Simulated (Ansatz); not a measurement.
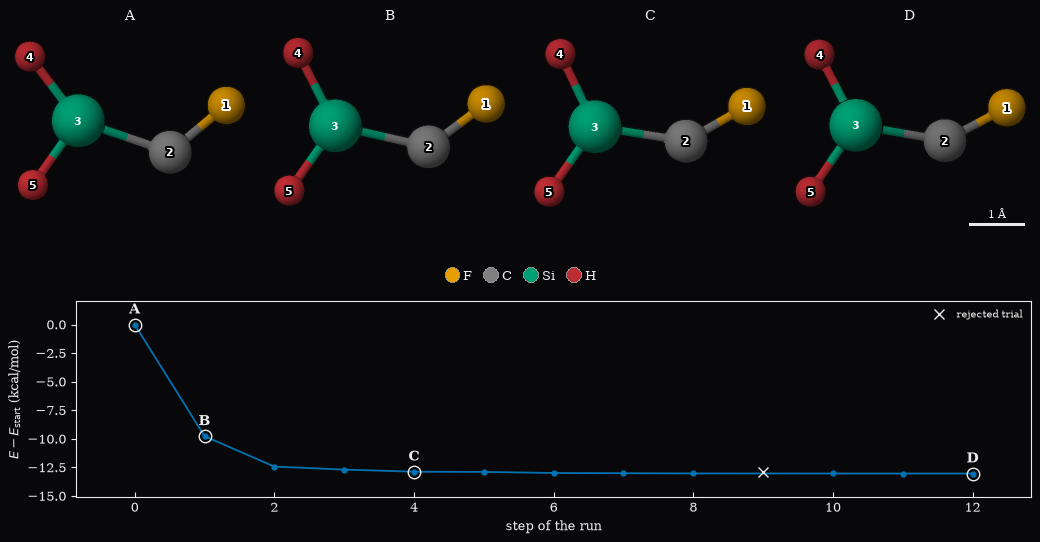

Frames of a relaxation of CH₂FSi (multiplicity 2), marked on the history of the run. Style: ball-and-stick. Shown face on.

All numbers below come from UKS PBE0-D4/def2-TZVP (Ansatz 0.2.0). Set-up: force threshold 0.005 eV/Å; at most 200 steps.

Question: Describe the path.

Answer: C2 moves most after the best rigid fit: 0.24 Å. By element the largest moves are C 0.24 Å, Si 0.22 Å, H 0.20 Å, F 0.04 Å. Among the contacts that change: C2–Si3 1.790 → 1.714 Å, F1–C2 1.355 → 1.293 Å, Si3–H5 1.456 → 1.472 Å, Si3–H4 1.471 → 1.482 Å. Among the angles between lasting bonds that change: C2–Si3–H4 145.5° → 121.6°, F1–C2–Si3 121.8° → 142.2°, H4–Si3–H5 107.6° → 117.9°. Over 11 accepted moves (12 points after the start) the energy falls by 13.0 kcal/mol. The largest force component goes from 2.1 to 0.0021 eV/Å. The line search rejected the trial step at point 9 of the run. The run took 39 s on 2 threads of Arm Neoverse V1, with other jobs on the host. From step 0 to 1: H4 moves most (0.17 Å), energy −9.77 kcal/mol. From step 1 to 4: C2 moves most (0.12 Å), energy −3.11 kcal/mol. From step 4 to 12: Si3 moves most (0.17 Å), energy −0.16 kcal/mol.
